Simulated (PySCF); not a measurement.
Consider C$_{4}$H$_{16}$BNSi.

```xyz
23

C    -2.1089    1.5079    0.0058
C    -1.1946    0.4613    0.6548
C    -1.8944   -0.9016    0.5873
B     0.3272    0.4842    0.0399
N     0.2055   -0.0823   -1.4962
C     1.3641   -0.5233    0.8002
Si    3.1264   -0.5854    0.1232
H    -1.6426    2.4894    0.0325
H    -2.3203    1.2591   -1.0357
H    -3.0659    1.5711    0.5242
H    -1.1243    0.7253    1.7157
H    -2.1122   -1.1895   -0.4432
H    -1.2834   -1.6782    1.0413
H    -2.8456   -0.8736    1.1189
H     0.7544    1.5940   -0.0564
H    -0.1642   -1.0261   -1.4477
H     1.1307   -0.0949   -1.9115
H    -0.4224    0.5145   -2.0235
H     1.4313   -0.2228    1.8480
H     0.9707   -1.5447    0.8243
H     3.7979    0.7146    0.1733
H     3.9563   -1.5785    0.8151
H     3.1096   -0.9938   -1.3072
```

Geometry: GFN2-xTB.

These are results of PBE0/pcSseg-1, SCF density, gas phase, non-relativistic in PySCF, not measurements.

**Predict the electron density and electron localisation function between the atoms.**

C–C (1.53 Å): the density is about 1.6 e/Å³ at the midpoint; the ELF peaks at about 0.95 between the atoms (a covalent bond).
C–B (1.63 Å): the density is about 1.2 e/Å³ at the midpoint; the ELF peaks at about 0.95 between the atoms (localised, covalent bonding).
C–Si (1.89 Å): the density is about 0.92 e/Å³ at the midpoint; the ELF peaks at about 0.95 between the atoms, as expected for a covalent bond.

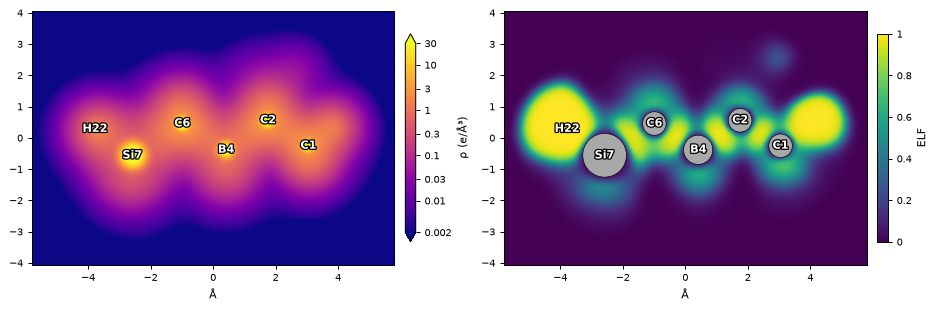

Computed electron density and electron localisation function on the plane of atoms C2, B4 and C6, in this order. Grey discs cover the atomic cores in the ELF map. 
